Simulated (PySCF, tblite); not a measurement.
# formate(1-) (CHO2−): isotopologues and vibrational averages

How do isotopes change the rotational constants and shieldings of formate(1-) (CHO2−) (`O=C[O-]`)?

Programs: PySCF 2.14.0 with density-fitted response routines of our own, and tblite 0.8.0. All values are computed, except where a source is named. Atoms count from 0 throughout.

### Step 1. The starting structure

4 atoms, charge -1, multiplicity 1; geometry from: force field or distance geometry start.

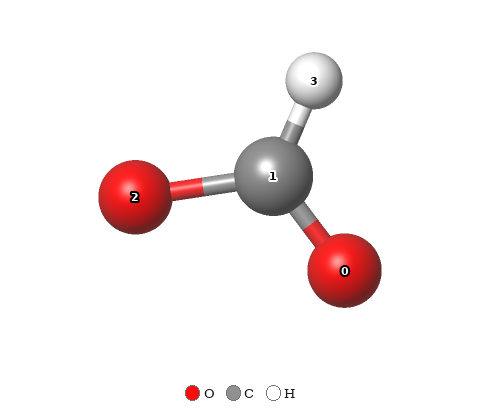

The starting geometry (oxygen red, carbon grey, hydrogen white), atoms numbered.

### Step 2. GFN2-xTB relaxation, lowest of a short conformer search

The job: settings as JSON, then the geometry in Å.

```
{"job": {"xc": "GFN2-xTB", "basis": "xTB", "kind": "relax"}, "charge": -1, "multiplicity": 1}
O     -0.870100    -0.837800     0.168700
C     -0.044500     0.064500     0.401900
O      1.278000    -0.322400     0.915700
H     -0.322500     1.114700     0.255200
```

The run is started by

```sh
$ OMP_NUM_THREADS=1 python ens_run.py task.json out
```

This one command runs the whole study; its stages follow in the order run.

What it wrote:

```text
step      E/eV     max force
  0    -297.98306    7.627
  1    -299.15189    2.552
  2    -299.18498    3.056
  3    -299.24915    1.177
  4    -299.26341    0.580
  5    -299.27504    0.286
  6    -299.27864    0.122
  7    -299.27892    0.071
  8    -299.27906    0.006
  9    -299.27906    0.003
```

Run time: 0.05 s. Hardware: 1 thread of Arm Neoverse V1, shared host.

Relaxing gained 1.296 eV and moved the atoms by 0.11 Å on average (rms).

### Step 3. Tight optimisation and Hessian

The job: settings as JSON, then the geometry in Å.

```
{"job": {"xc": "PBE0", "basis": "pcSseg-2", "grid": 2, "temperatures": [500, 700], "kind": "geom"}, "charge": -1, "multiplicity": 1}
O     -0.880390    -0.826958     0.160826
C      0.020933    -0.038868     0.441769
O      1.161806    -0.220100     0.863648
H     -0.261413     1.105018     0.275196
```

What it wrote:

```text
step   0  E = -5145.0424433 eV  max force = 1.50491
step   1  E = -5145.0606513 eV  max force = 1.16769
step   2  E = -5145.0766185 eV  max force = 0.14168
step   3  E = -5145.0770705 eV  max force = 0.01819
step   4  E = -5145.0770762 eV  max force = 0.00038
step   5  E = -5145.0770762 eV  max force = 0.00038
step   6  E = -5145.0770762 eV  max force = 0.00010
harmonic wavenumbers (cm-1): 759.7 1057.6 1371.7 1379.6 1720.6 2561.8
```

Run time: 80 s. Hardware: 1 thread of Arm Neoverse V1, shared host; peak memory 0.58 GiB.

### Step 4. Displacements along the modes, parent

The job: settings as JSON, then the geometry in Å.

```
{"job": {"xc": "PBE0", "basis": "pcSseg-2", "grid": 2, "temperatures": [500, 700], "kind": "vib", "mass_numbers": [16, 12, 16, 1]}, "charge": -1, "multiplicity": 1}
O     -0.890087    -0.824884     0.157233
C      0.016296    -0.019780     0.438944
O      1.169285    -0.213054     0.865974
H     -0.254557     1.076809     0.279287
```

What it wrote:

```text
mode    cm-1    km/mol   phi_rrr   E(+)/cm-1  E(-)/cm-1
  1    759.72    30.62      31.7     137.92     135.65
  2   1057.59     3.78      -0.2     190.96     191.06
  3   1371.66   168.46     201.6     254.19     239.66
  4   1379.60     5.88       0.0     248.30     248.31
  5   1720.57   770.30      -0.4     310.37     310.40
  6   2561.79   634.55   -2003.6     396.06     539.60
```

It took 47 s on 1 thread of Arm Neoverse V1, shared host; peak memory 0.58 GiB.

### Step 5. Displacements along the modes, 18O at atom 0

The job: settings as JSON, then the geometry in Å.

```
{"job": {"xc": "PBE0", "basis": "pcSseg-2", "grid": 2, "temperatures": [500, 700], "kind": "vib", "mass_numbers": [18, 12, 16, 1]}, "charge": -1, "multiplicity": 1}
O     -0.890087    -0.824884     0.157233
C      0.016296    -0.019780     0.438944
O      1.169285    -0.213054     0.865974
H     -0.254557     1.076809     0.279287
```

What it wrote:

```text
mode    cm-1    km/mol   phi_rrr   E(+)/cm-1  E(-)/cm-1
  1    744.32    27.39      30.9     135.12     132.90
  2   1055.36     3.44      -0.2     190.57     190.67
  3   1346.19   154.43     192.2     249.25     235.40
  4   1378.42    17.75      63.5     250.37     245.78
  5   1707.75   749.66      70.8     310.61     305.51
  6   2561.65   636.28   -2004.5     396.01     539.61
```

Wall time 47 s (1 thread of Arm Neoverse V1, shared host); peak memory 0.58 GiB.

### Step 6. Displacements along the modes, 2H at atom 3

The job: settings as JSON, then the geometry in Å.

```
{"job": {"xc": "PBE0", "basis": "pcSseg-2", "grid": 2, "temperatures": [500, 700], "kind": "vib", "mass_numbers": [16, 12, 16, 2]}, "charge": -1, "multiplicity": 1}
O     -0.890087    -0.824884     0.157233
C      0.016296    -0.019780     0.438944
O      1.169285    -0.213054     0.865974
H     -0.254557     1.076809     0.279287
```

What it wrote:

```text
mode    cm-1    km/mol   phi_rrr   E(+)/cm-1  E(-)/cm-1
  1    752.11    28.40      31.6     136.55     134.28
  2    916.81     5.51      -0.3     165.14     165.21
  3   1011.85     0.91      -0.0     182.10     182.11
  4   1358.45   123.03    -218.2     236.73     252.45
  5   1717.38   774.54      -0.4     309.81     309.84
  6   1868.84   420.05   -1294.5     293.69     386.54
```

Wall time 47 s (1 thread of Arm Neoverse V1, shared host); peak memory 0.58 GiB.

### Step 7. Displacements along the modes, 18O at atom 0, 2H at atom 3

The job: settings as JSON, then the geometry in Å.

```
{"job": {"xc": "PBE0", "basis": "pcSseg-2", "grid": 2, "temperatures": [500, 700], "kind": "vib", "mass_numbers": [18, 12, 16, 2]}, "charge": -1, "multiplicity": 1}
O     -0.890087    -0.824884     0.157233
C      0.016296    -0.019780     0.438944
O      1.169285    -0.213054     0.865974
H     -0.254557     1.076809     0.279287
```

What it wrote:

```text
mode    cm-1    km/mol   phi_rrr   E(+)/cm-1  E(-)/cm-1
  1    737.05    25.49     -30.8     131.59     133.81
  2    914.24     5.05      -0.3     164.68     164.75
  3   1008.22     1.15       3.1     181.57     181.33
  4   1334.52   120.55    -207.5     232.79     247.74
  5   1703.90   755.12      72.4     309.99     304.79
  6   1868.84   420.08   -1294.5     293.68     386.54
```

Wall time 47 s (1 thread of Arm Neoverse V1, shared host); peak memory 0.58 GiB.

### Step 8. Displacements along the modes, 13C at atom 1

The job: settings as JSON, then the geometry in Å.

```
{"job": {"xc": "PBE0", "basis": "pcSseg-2", "grid": 2, "temperatures": [500, 700], "kind": "vib", "mass_numbers": [16, 13, 16, 1]}, "charge": -1, "multiplicity": 1}
O     -0.890087    -0.824884     0.157233
C      0.016296    -0.019780     0.438944
O      1.169285    -0.213054     0.865974
H     -0.254557     1.076809     0.279287
```

What it wrote:

```text
mode    cm-1    km/mol   phi_rrr   E(+)/cm-1  E(-)/cm-1
  1    751.11    33.05     -31.0     134.12     136.35
  2   1040.02     3.76      -0.2     187.84     187.94
  3   1350.25   163.62    -204.5     235.73     250.46
  4   1379.58     5.51      -0.1     248.29     248.31
  5   1673.34   737.06      -0.4     301.83     301.86
  6   2556.67   621.17    1988.8     538.08     395.60
```

Run time: 47 s. Hardware: 1 thread of Arm Neoverse V1, shared host; peak memory 0.57 GiB.

### Step 9. Displacements along the modes, 18O at atom 0, 13C at atom 1

The job: settings as JSON, then the geometry in Å.

```
{"job": {"xc": "PBE0", "basis": "pcSseg-2", "grid": 2, "temperatures": [500, 700], "kind": "vib", "mass_numbers": [18, 13, 16, 1]}, "charge": -1, "multiplicity": 1}
O     -0.890087    -0.824884     0.157233
C      0.016296    -0.019780     0.438944
O      1.169285    -0.213054     0.865974
H     -0.254557     1.076809     0.279287
```

What it wrote:

```text
mode    cm-1    km/mol   phi_rrr   E(+)/cm-1  E(-)/cm-1
  1    736.12    29.65      30.2     133.62     131.45
  2   1037.76     3.42      -0.2     187.44     187.55
  3   1324.89   156.43     195.7     245.57     231.47
  4   1377.53    10.83      38.2     249.31     246.55
  5   1660.22   716.00      75.2     302.18     296.77
  6   2556.50   622.99   -1989.8     395.54     538.10
```

Wall time 47 s (1 thread of Arm Neoverse V1, shared host); peak memory 0.57 GiB.

### Step 10. Displacements along the modes, 18O at atom 0, 18O at atom 2

The job: settings as JSON, then the geometry in Å.

```
{"job": {"xc": "PBE0", "basis": "pcSseg-2", "grid": 2, "temperatures": [500, 700], "kind": "vib", "mass_numbers": [18, 12, 18, 1]}, "charge": -1, "multiplicity": 1}
O     -0.890087    -0.824884     0.157233
C      0.016296    -0.019780     0.438944
O      1.169285    -0.213054     0.865974
H     -0.254557     1.076809     0.279287
```

What it wrote:

```text
mode    cm-1    km/mol   phi_rrr   E(+)/cm-1  E(-)/cm-1
  1    728.43    24.33      30.1     132.23     130.07
  2   1053.13     3.12      -0.2     190.18     190.29
  3   1326.83   159.90    -178.5     232.39     245.25
  4   1372.69     9.73      -0.1     247.05     247.07
  5   1693.44   728.77      -0.4     305.44     305.47
  6   2561.51   638.00   -2005.5     395.96     539.63
```

Run time: 46 s. Hardware: 1 thread of Arm Neoverse V1, shared host; peak memory 0.57 GiB.

### Step 11. Vibrational averages by isotopologue

The job: settings as JSON, then the geometry in Å.

```
{"job": {"xc": "PBE0", "basis": "pcSseg-2", "grid": 2, "temperatures": [500, 700], "kind": "iso"}, "charge": -1, "multiplicity": 1}
O     -0.890087    -0.824884     0.157233
C      0.016296    -0.019780     0.438944
O      1.169285    -0.213054     0.865974
H     -0.254557     1.076809     0.279287
```

What it wrote:

```text
parent
  Be/MHz 109274.005 12347.914 11094.267
  B0/MHz 109103.271 12293.068 11027.805
  ZPE/cm-1 4425.5
  <sigma>(0 K)/ppm -40.373 12.565 -40.372 21.422
18O at atom 0
  Be/MHz 107979.225 11648.177 10513.988
  B0/MHz 107820.16 11596.91 10452.211
  ZPE/cm-1 4396.8
  <sigma>(0 K)/ppm -40.223 12.596 -40.303 21.422
2H at atom 3
  Be/MHz 74389.768 12347.914 10590.074
  B0/MHz 74013.001 12295.833 10522.682
  ZPE/cm-1 3812.7
  <sigma>(0 K)/ppm -40.133 12.530 -40.132 21.506
18O at atom 0, 2H at atom 3
  Be/MHz 73549.615 11647.067 10054.82
  B0/MHz 73181.402 11598.327 9992.114
  ZPE/cm-1 3783.4
  <sigma>(0 K)/ppm -39.989 12.562 -40.049 21.507
13C at atom 1
  Be/MHz 106602.648 12347.914 11066.113
  B0/MHz 106492.936 12294.282 11001.187
  ZPE/cm-1 4375.5
  <sigma>(0 K)/ppm -40.181 12.602 -40.180 21.424
18O at atom 0, 13C at atom 1
  Be/MHz 105263.094 11647.47 10487.065
  B0/MHz 105164.833 11597.366 10426.745
  ZPE/cm-1 4346.5
  <sigma>(0 K)/ppm -40.031 12.633 -40.106 21.425
18O at atom 0, 18O at atom 2
  Be/MHz 106654.691 10972.946 9949.33
  B0/MHz 106507.428 10925.053 9891.968
  ZPE/cm-1 4368.0
  <sigma>(0 K)/ppm -40.151 12.628 -40.150 21.424
```

Wall time 6.9 min (1 thread of Arm Neoverse V1, shared host); peak memory 0.58 GiB. This counts the whole study up to here.

Rotational constants (MHz) at equilibrium and in the ground state:

```tsv
isotopologue	Be	B0	zero-point change (cm⁻¹)
parent	109274.0, 12347.9, 11094.3	109103.3, 12293.1, 11027.8	0.0
18O at atom 0	107979.2, 11648.2, 10514.0	107820.2, 11596.9, 10452.2	-28.6
2H at atom 3	74389.8, 12347.9, 10590.1	74013.0, 12295.8, 10522.7	-612.8
18O at atom 0, 2H at atom 3	73549.6, 11647.1, 10054.8	73181.4, 11598.3, 9992.1	-642.1
13C at atom 1	106602.6, 12347.9, 11066.1	106492.9, 12294.3, 11001.2	-50.0
18O at atom 0, 13C at atom 1	105263.1, 11647.5, 10487.1	105164.8, 11597.4, 10426.7	-79.0
18O at atom 0, 18O at atom 2	106654.7, 10972.9, 9949.3	106507.4, 10925.1, 9892.0	-57.5
```

Shieldings of the first species (ppm): at equilibrium, the vibrational parts at 0 K, and the averages:

```tsv
atom	equilibrium	anharmonic	harmonic	0 K	500 K	700 K
O0	-30.59	-2.67	-7.11	-40.37	-41.85	-43.45
C1	14.50	-0.78	-1.15	12.57	12.17	11.81
O2	-30.58	-2.67	-7.12	-40.37	-41.85	-43.45
H3	21.82	-0.17	-0.23	21.42	21.40	21.36
```

Isotope effects on the shieldings at 0 K (ppb; positive means more shielded):

```tsv
atom	18O at atom 0	2H at atom 3	18O at atom 0, 2H at atom 3	13C at atom 1	18O at atom 0, 13C at atom 1	18O at atom 0, 18O at atom 2
O0	150	240	384	193	343	222
C1	31	-35	-3	36	68	62
O2	70	240	324	193	266	222
H3	1	85	86	3	4	2
```

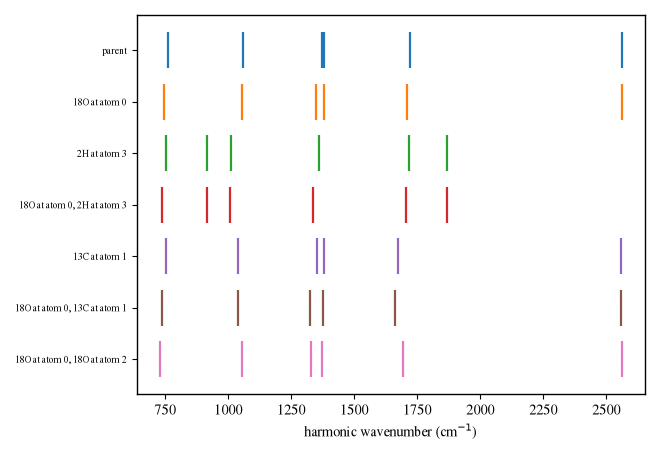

Harmonic wavenumbers of each isotopologue.

### Step 12. Tight optimisation and Hessian

The job: settings as JSON, then the geometry in Å.

```
{"job": {"xc": "PBE0", "basis": "pcSseg-2", "grid": 2, "temperatures": [500, 700], "hess_step": 0.15, "kind": "geom"}, "charge": -1, "multiplicity": 1}
O     -0.880390    -0.826958     0.160826
C      0.020933    -0.038868     0.441769
O      1.161806    -0.220100     0.863648
H     -0.261413     1.105018     0.275196
```

What it wrote:

```text
step   0  E = -5145.0424433 eV  max force = 1.50491
step   1  E = -5145.0606513 eV  max force = 1.16769
step   2  E = -5145.0766185 eV  max force = 0.14168
step   3  E = -5145.0770705 eV  max force = 0.01819
step   4  E = -5145.0770762 eV  max force = 0.00038
step   5  E = -5145.0770762 eV  max force = 0.00038
step   6  E = -5145.0770762 eV  max force = 0.00011
harmonic wavenumbers (cm-1): 742.8 1051.2 1363.8 1392.6 1780.7 2692.7
```

It took 82 s on 1 thread of Arm Neoverse V1, shared host; peak memory 0.59 GiB.

This input is unsound on purpose: Hessian step far outside the useful range.

### Step 13. Displacements along the modes

The job: settings as JSON, then the geometry in Å.

```
{"job": {"xc": "PBE0", "basis": "pcSseg-2", "grid": 2, "temperatures": [500, 700], "hess_step": 0.15, "kind": "vib", "mass_numbers": [16, 12, 16, 1]}, "charge": -1, "multiplicity": 1}
O     -0.890088    -0.824884     0.157233
C      0.016296    -0.019779     0.438944
O      1.169285    -0.213054     0.865974
H     -0.254557     1.076808     0.279287
```

What it wrote:

```text
mode    cm-1    km/mol   phi_rrr   E(+)/cm-1  E(-)/cm-1
  1    742.81    36.02     -33.0     139.26     141.64
  2   1051.20     3.93      -3.7     192.05     192.41
  3   1363.81     9.42     -46.6     249.58     252.99
  4   1392.65   151.42    -206.3     236.18     251.03
  5   1780.71   772.27     -57.7     297.36     301.51
  6   2692.67   640.66   -1861.1     377.96     511.37
```

Run time: 47 s. Hardware: 1 thread of Arm Neoverse V1, shared host; peak memory 0.59 GiB.

This input is unsound on purpose: Hessian step far outside the useful range.

### Step 14. Displacements along the modes

The job: settings as JSON, then the geometry in Å.

```
{"job": {"xc": "PBE0", "basis": "pcSseg-2", "grid": 2, "temperatures": [500, 700], "hess_step": 0.15, "kind": "vib", "mass_numbers": [18, 12, 16, 1]}, "charge": -1, "multiplicity": 1}
O     -0.890088    -0.824884     0.157233
C      0.016296    -0.019779     0.438944
O      1.169285    -0.213054     0.865974
H     -0.254557     1.076808     0.279287
```

What it wrote:

```text
mode    cm-1    km/mol   phi_rrr   E(+)/cm-1  E(-)/cm-1
  1    728.87    32.41     -32.0     136.23     138.54
  2   1049.03     3.59       3.7     192.01     191.65
  3   1350.95    74.92    -152.5     239.57     250.61
  4   1376.38    84.72     150.5     250.73     239.89
  5   1769.25   751.73    -118.3     292.67     301.16
  6   2692.55   642.17    1861.7     511.36     377.92
```

Run time: 47 s. Hardware: 1 thread of Arm Neoverse V1, shared host; peak memory 0.59 GiB.

This input is unsound on purpose: Hessian step far outside the useful range.

### Step 15. Vibrational averages by isotopologue, second settings

The job: settings as JSON, then the geometry in Å.

```
{"job": {"xc": "PBE0", "basis": "pcSseg-2", "grid": 2, "temperatures": [500, 700], "hess_step": 0.15, "kind": "iso"}, "charge": -1, "multiplicity": 1}
O     -0.890088    -0.824884     0.157233
C      0.016296    -0.019779     0.438944
O      1.169285    -0.213054     0.865974
H     -0.254557     1.076808     0.279287
```

What it wrote:

```text
parent
  Be/MHz 109274.016 12347.912 11094.265
  B0/MHz 109234.265 12298.625 11033.317
  ZPE/cm-1 4511.9
  <sigma>(0 K)/ppm -40.538 12.559 -40.221 21.435
18O at atom 0
  Be/MHz 107979.233 11648.175 10513.987
  B0/MHz 107945.53 11602.084 10457.335
  ZPE/cm-1 4483.5
  <sigma>(0 K)/ppm -40.396 12.588 -40.151 21.436
```

Run time: 3 min. Hardware: 1 thread of Arm Neoverse V1, shared host; peak memory 0.59 GiB. This counts the runs that the step sums up.

These settings are unsound on purpose: Hessian step far outside the useful range. The values are not to be used.

Rotational constants (MHz) at equilibrium and in the ground state:

```tsv
isotopologue	Be	B0	zero-point change (cm⁻¹)
parent	109274.0, 12347.9, 11094.3	109234.3, 12298.6, 11033.3	0.0
18O at atom 0	107979.2, 11648.2, 10514.0	107945.5, 11602.1, 10457.3	-28.4
```

Shieldings of the first species (ppm): at equilibrium, the vibrational parts at 0 K, and the averages:

```tsv
atom	equilibrium	anharmonic	harmonic	0 K	500 K	700 K
O0	-30.59	-2.76	-7.19	-40.54	-42.01	-43.60
C1	14.50	-0.78	-1.16	12.56	12.18	11.82
O2	-30.58	-2.44	-7.19	-40.22	-41.69	-43.27
H3	21.82	-0.15	-0.24	21.43	21.41	21.37
```

Isotope effects on the shieldings at 0 K (ppb; positive means more shielded):

```tsv
atom	18O at atom 0
O0	142
C1	29
O2	70
H3	1
```

### Step 16. What came out

| quantity | value |
| --- | --- |
| point group | C2v |
| B0 of the first species | 109103.3, 12293.1, 11027.8 MHz |
| zero-point energy | 4425 cm⁻¹ |
| zero-point change of σ(O2) | -9.79 ppm |

Zero-point motion changes the shielding of O0, O2 most, by -9.79 ppm. The largest secondary isotope effect is 324 ppb on O2, 2 bonds from the change (18O at atom 0, 2H at atom 3).
